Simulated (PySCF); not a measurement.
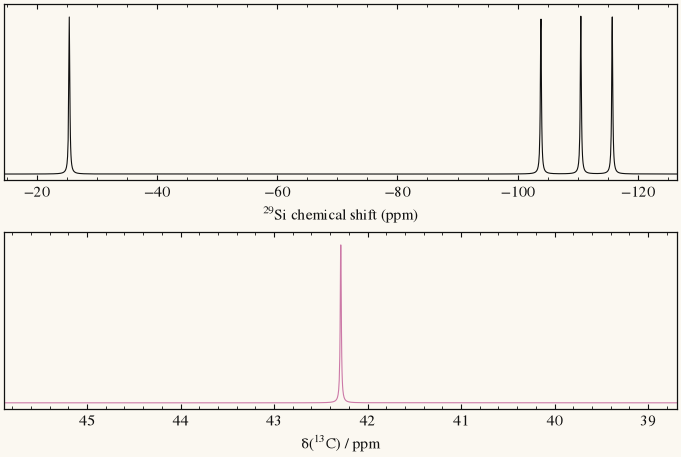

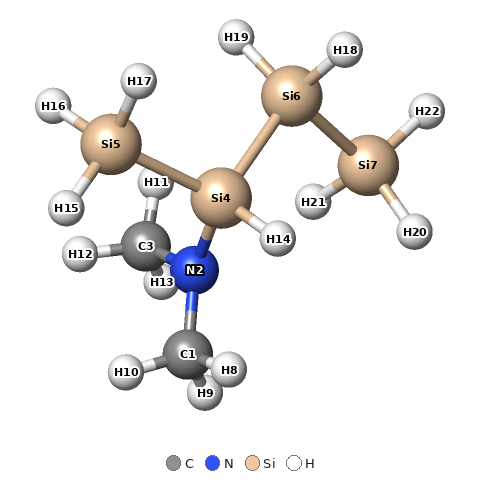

Spectrum and numbered structure of C₂H₁₅NSi₄, SMILES CN(C)[Si@H]([SiH3])[SiH2][SiH3]. GIAO shifts, PBE0/pcSseg-1 (IEF-PCM chloroform) with PySCF 2.14.0, at a PBE0-D3(BJ)/def2-SVP geometry (no frequency check), against TMS for ²⁹Si and TMS for ¹³C computed at the same level. fully decoupled, line heights follow the number of nuclei, widths are arbitrary (no quadrupolar broadening); values of one conformer, averaged over nuclei that symmetry, rotation about single bonds or inversion at nitrogen exchange, these motions taken as fast; other conformers aren't averaged in.

Question: Which atoms give which ²⁹Si line?

Answer:
```tsv
δ (ppm)	nuclei	atoms
−25.4	1	Si4
−103.9	1	Si7
−110.5	1	Si6
−115.7	1	Si5
```

Question: Where does the ¹³C line lie?

Answer: At 42.3 ppm (C1 and C3).
